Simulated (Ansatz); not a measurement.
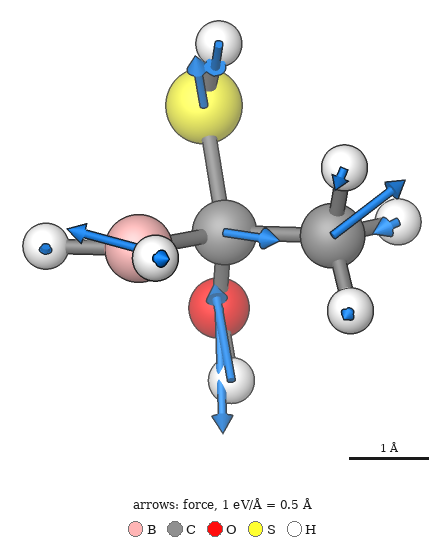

Starting geometry of C₂H₇BOS (coarse preliminary run) with the computed forces as blue arrows. A ball-and-stick model, seen face on.

The start comes from a force field.

The calculation used RKS PBE-D4/def2-SVP in Ansatz. Set-up: force threshold 0.03 eV/Å; at most 200 steps.

Question: What follows when this structure is relaxed?

Answer: It isn't relaxed: the largest force vector, on the O atom, is 3.29 eV/Å. The final displacements follow the starting forces only in part (cosine between the two patterns 0.40). An H atom moves most after the best rigid fit: 0.93 Å. By element the largest moves are H 0.93 Å, S 0.77 Å, C 0.54 Å, O 0.51 Å, B 0.33 Å. Near-neighbour distances that change, for instance: B–S 2.754 → 1.983 Å, C–S 1.828 → 2.375 Å, O–S 2.578 → 3.123 Å, C–S 2.751 → 3.169 Å. New bonds form: B–S (2.75 → 1.98 Å). Among the angles between lasting bonds that change: B–C–C 109.6° → 127.2°, C–B–H 120.3° → 111.6°, H–C–H 102.0° → 110.5°. The energy falls by 160.9 kJ/mol in 15 geometry steps. The largest force component goes from 2.7 to 0.019 eV/Å.
